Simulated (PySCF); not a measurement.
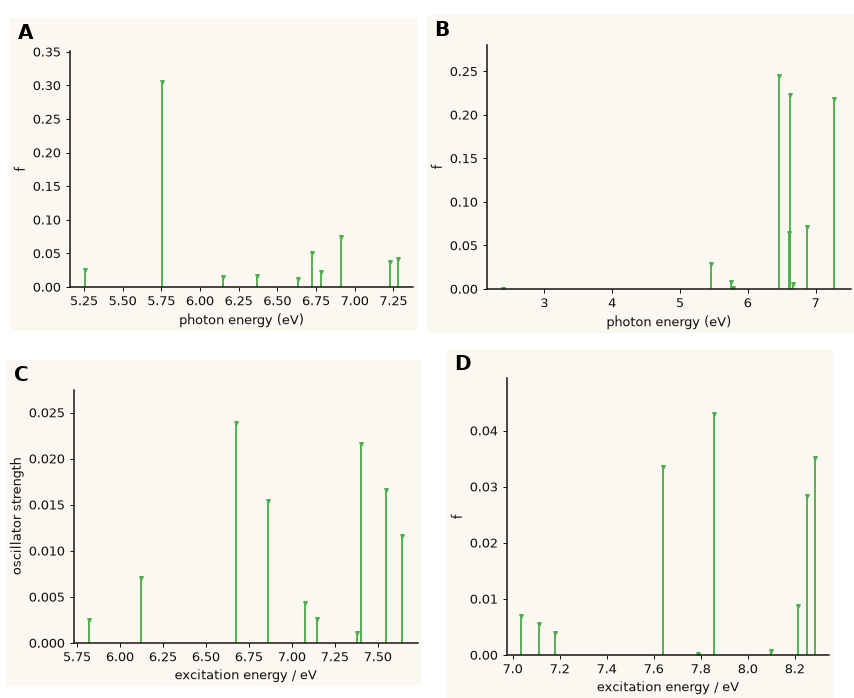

Vertical TDDFT excitations, PBE0/def2-SVPD with PySCF, at a PBE0-D3(BJ)/def2-SVP geometry (no frequency check), gas phase. Each panel shows the lowest singlet states that were computed.

Question: Pair each panel with its molecule.
1. C₃H₁₀GaN, SMILES C=C[CH2][GaH2-][NH3+], singlet
2. C₃H₁₃NSi₂, SMILES CN[SiH2]CC[SiH3]
3. C₄H₆S, SMILES CCC=C=S
4. C₄H₁₀O₃ (diethylene glycol), SMILES OCCOCCO

Answer: A: 1 (S1 at 5.26 eV, brightest at 5.76 eV)
B: 3 (S1 at 2.39 eV, brightest at 6.46 eV)
C: 2 (S1 at 5.82 eV, brightest at 6.67 eV)
D: 4 (S1 at 7.04 eV, brightest at 7.86 eV)

Limits of at least one run: core orbitals are frozen in the response; one conformer of a flexible molecule; states above the negative HOMO energy depend on the basis.
